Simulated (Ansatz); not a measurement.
**C2H3Al (SMILES [C]1=[CH][AlH2-]1) (charge −1, doublet): density, localisation and related maps**

| atom | x (Å) | y (Å) | z (Å) |
| --- | --- | --- | --- |
| C | -1.4187 | 0.1087 | -0.8307 |
| C | -0.4222 | 0.7197 | -0.2486 |
| Al | 0.0795 | -1.2125 | -0.5192 |
| H | -0.1372 | 1.7128 | 0.1240 |
| H | 1.0489 | -1.6839 | -1.7248 |
| H | 0.0125 | -2.2908 | 0.6842 |

Geometry: B3LYP-D3(BJ)/def2-SVPD; the highest occupied orbital lies above zero, a sign that basis and functional describe the outermost electron poorly.

Theory: isolated molecule in a Gaussian basis; Kohn-Sham density functional theory, functional PBE0 in Ansatz 0.2.0.

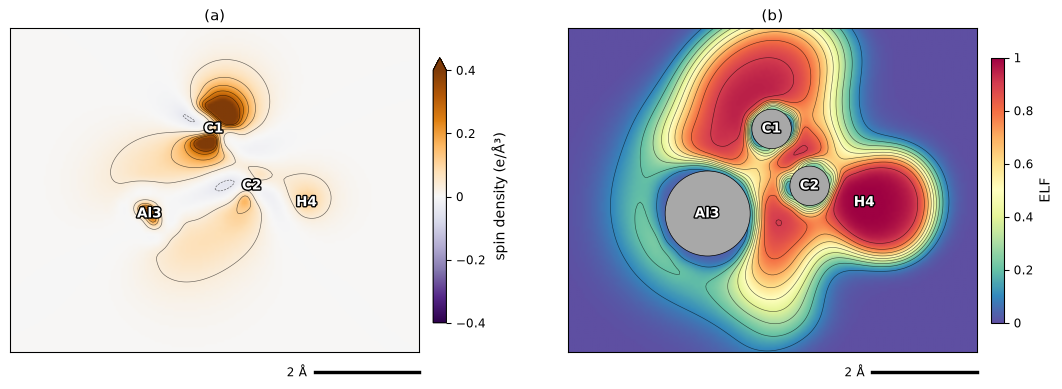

Figure 1. (a) spin density; (b) electron localisation function on the plane of atoms C1, C2 and Al3. Grey discs cover the atomic cores in the ELF map.

### Describe what can be read from this map.

The plane passes through C, Al and H nuclei.
C–C (1.31 Å): the ELF peaks at about 0.90 between the atoms; a short, multiple covalent bond.
C–Al (2.01 Å): the ELF peaks at about 0.80 in the valence shell of C, 0.7 Å from its nucleus, and is about 0.60 at the midpoint.
C–H (1.10 Å): the ELF climbs to about 1 towards the hydrogen, as it does in any bond to H (a covalent bond by its length).
The ELF also peaks beside C1, away from the bonds: non-bonding electrons, paired or unpaired.
The unpaired spin (1 electron) lies mostly on C1 (about 0.4), Al3 (about 0.4) and C2 (about 0.1), in electrons by Hirshfeld's partition.

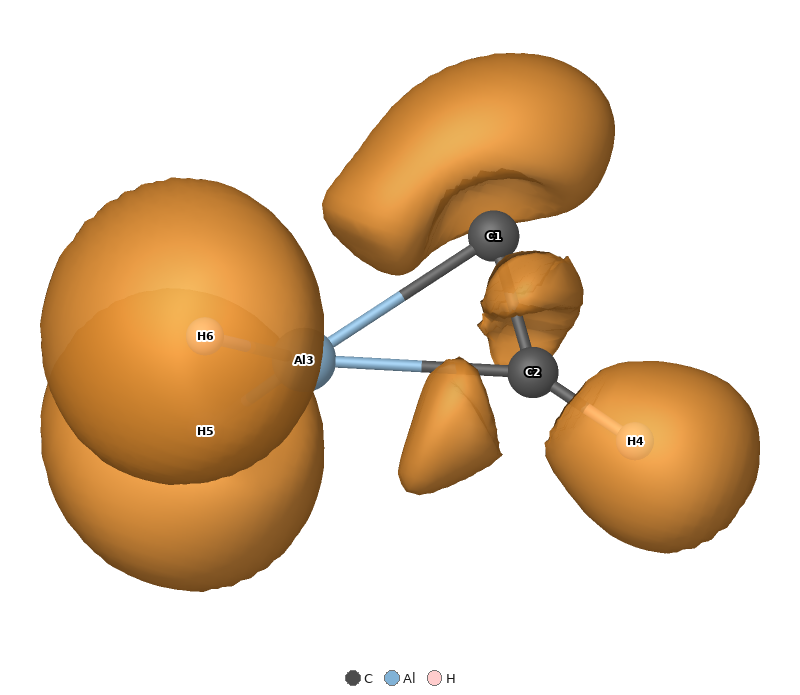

Figure 2. Isosurface of the ELF at 0.8 (orange), seen from one side. Core shells and regions of very low density are left out.

### Describe the localisation domains.

At this value the surface marks out one region between bonded C–C atoms (shared pairs), three regions around hydrogen nuclei and two lobes on C, pointing away from the bonds (non-bonding electrons).
